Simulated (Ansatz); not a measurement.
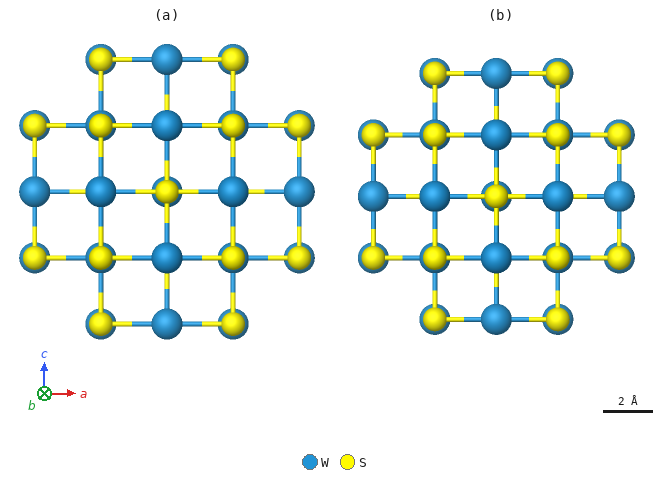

The structure of crystalline WS (built on the rock salt type) before (left) and after (right) a relaxation, at one scale.

The picture is a ball-and-stick view of the conventional cell (4 times the calculation's cell), seen along the b axis. Lengths and directions refer to the drawn axes.

Case: no spin polarisation.

Computed with DFT r2SCAN+U, scalar-relativistic, plane waves, PAW in Ansatz.

Input file:
```yaml
crystal:
  lattice:
    - [0.0, 2.7299472644, 2.7299472644]
    - [2.7299472644, 0.0, 2.7299472644]
    - [2.7299472644, 2.7299472644, 0.0]
  atoms:
    - { symbol: W, position: [0.0, 0.0, 0.0] }
    - { symbol: S, position: [0.5, 0.5, 0.5] }
basis:
  ecutwfc: 500
kpoints:
  mp_grid: { grid: [14, 14, 14] }
hamiltonian:
  xc: r2scan
  hubbard: { sites: [{ species: W, l: d, u_eff: 6.2 }] }
scf:
  occupations: { method: gaussian, width: 0.1 }
output:
  forces: true
  stress: true
  eigenvalues: true
relax:
  adjacent_minimum: "off"
  f_tol: 0.01
  max_steps: 60
  cell: { stress_tol: 0.05 }
```

Run as
```bash
ansatz run input.yaml --threads 1 --pin off --max-ram 2560MiB --backend cpu --events-out ev --progress --plain --runs-dir out
```

What changed between the two?

Answer. Over 4 accepted moves (5 points after the start) the energy falls by 0.576 eV per cell of the calculation. All forces vanish by symmetry, so only the cell relaxes. Pressure: −18.73 GPa at the start and −0.03 GPa at the end. The SCF was repeated once at an unchanged geometry on a basis and grid sized afresh for the cell, which shifted the energy by 2.1 meV per cell of the calculation at most. No atom moves by more than 0.005 Å relative to the cell. Cell: a = b = c 5.460 → 5.076 Å (−7.0 %). Volume −19.7 %. Some distances before and after: W1–S2 2.730 → 2.538 Å. The space group stays Fm-3m (No. 225).
